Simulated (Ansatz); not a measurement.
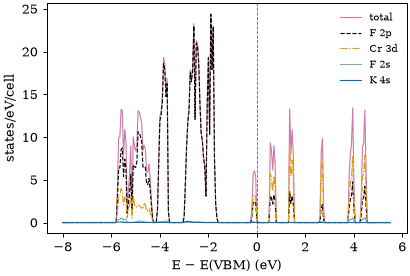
*Total and projected density of states of KCrF₆ in space group R-3 (No. 148; K on 3a, Cr on 3b, F on 18f), the program Ansatz at the r²SCAN level (PAW)*

Question: Which orbitals carry the states next to the gap?

Answer: Top 1 eV of the valence band: Cr 3d 54 %, F 2p 41 %. Bottom 1 eV of the conduction band: Cr 3d 64 %, F 2p 32 %. Projections are on Löwdin-orthogonalised atomic valence shells; empty p or d shells of many metals are not among them.

Question: Where is the tallest occupied peak in this window, and what makes it?

Answer: Near -1.9 eV, about 24 states/eV per cell; the largest projected share is F 2p.

The workflow started from a Materials Project entry (that database holds measured and hypothetical structures alike); the Crystallography Open Database copy checked does not list it. Whether it is the stable phase at ambient conditions was not checked. Symmetry was held in the r²SCAN relaxation; whether a distortion lowers the energy is not shown. Spin order of the final state: ferromagnetic, chosen from 3 collinear starts compared on coarse meshes (ties went to the first, and starts can fall back to one state), not a proven ground state. Other orbital occupations within this spin state were not tried. No Hubbard U is applied.

Potentials: the later of the program's two PAW sets.
